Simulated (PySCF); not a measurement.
Cl2CrO2, SMILES `O=[Cr](=O)(Cl)Cl`.

Computed with PySCF, BP86/def2-SVPD, geometry: GFN2-xTB. This is a single-reference result, which may miss multireference character in this system. No frequency check shows the geometry to be a minimum. GFN2-xTB bond lengths at metals and heavier atoms can be off by up to 0.1 Å and shapes distorted, which carries into these values.

Cartesian coordinates (Å):

```
O1      -0.0003   -1.1878   -1.3272
Cr2     -0.0001   -0.3853    0.0000
O3       0.0003   -1.1879    1.3272
Cl4      1.6302    0.8309   -0.0001
Cl5     -1.6301    0.8310    0.0001
```

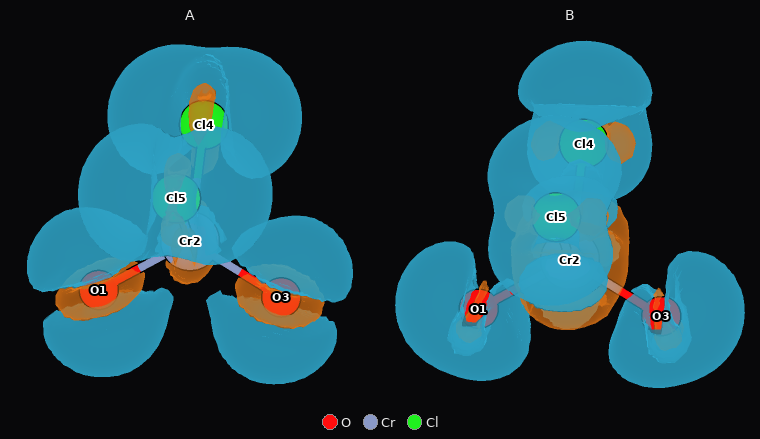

The two Fukui functions at ±0.015 e/Å³ (light blue positive, orange negative).

### Which panel is f⁻ (electron removed) and which f⁺ (electron added)?

A is f⁻, B is f⁺. f⁻ (Hirshfeld-condensed) is largest on Cl4 and Cl5 (0.26 each) and O1 and O3 (0.18 each); the vertical ionisation energy is 11.57 eV (the stability of the cation's solution wasn't checked). f⁺ (Hirshfeld-condensed) is largest on Cl4 and Cl5 (0.25 each), Cr2 (0.19) and O1 and O3 (0.16 each); the vertical electron affinity is 2.98 eV (the stability of the anion's solution wasn't checked; the anion's highest orbital has positive energy, so this value and f⁺ depend on the basis).

### What chemical potential and hardness follow from the two energies?

μ = −(I + A)/2 = −7.28 eV and η = I − A = 8.58 eV.
